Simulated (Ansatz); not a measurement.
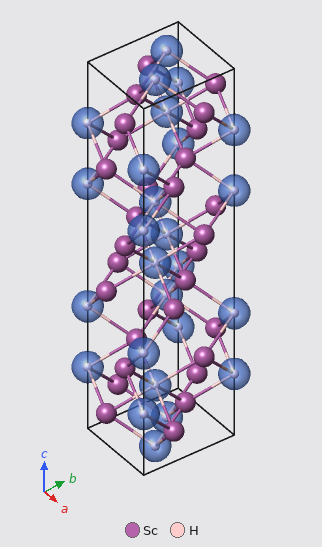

Sc₃H₂. Isosurface of the ELF at 0.9 (blue), seen at an oblique angle. Core shells and regions of very low density are left out. Sticks mark near contacts.

Space group R-3c; started from the corundum_167 prototype, which need not be the ambient phase.

These are results of Ansatz 0.2.0, DFT PBE, scalar-relativistic, plane waves, PAW, not measurements.

```
Sc H
1.0
     5.77169    0.00000    0.00000
    -2.88584    4.99843    0.00000
     0.00000    0.00000   15.20075
Sc H
18 12
Direct
  0.99955 0.33333 0.08333
  0.66622 0.66667 0.41667
  0.33288 0.00000 0.75000
  0.66667 0.66622 0.08333
  0.33333 0.99955 0.41667
  0.00000 0.33288 0.75000
  0.33378 0.00045 0.08333
  0.00045 0.33378 0.41667
  0.66712 0.66712 0.75000
  0.66712 0.00000 0.25000
  0.33378 0.33333 0.58333
  0.00045 0.66667 0.91667
  0.00000 0.66712 0.25000
  0.66667 0.00045 0.58333
  0.33333 0.33378 0.91667
  0.33288 0.33288 0.25000
  0.99955 0.66622 0.58333
  0.66622 0.99955 0.91667
  0.66667 0.33333 0.16644
  0.33333 0.66667 0.49977
  0.00000 0.00000 0.83311
  0.66667 0.33333 0.00023
  0.33333 0.66667 0.33356
  0.00000 0.00000 0.66689
  0.00000 0.00000 0.16689
  0.66667 0.33333 0.50023
  0.33333 0.66667 0.83356
  0.00000 0.00000 0.33311
  0.66667 0.33333 0.66644
  0.33333 0.66667 0.99977
```

**Identify the bonds, lone pairs and shells in this picture.**

The ELF exceeds this value in twelve regions around hydrogen nuclei, counted in one cell of 30 atoms. Any copies at cell faces, edges or corners count once.

Values along the shortest contacts:
Sc–H (2.30 Å): the ELF climbs to about 1 towards the hydrogen.
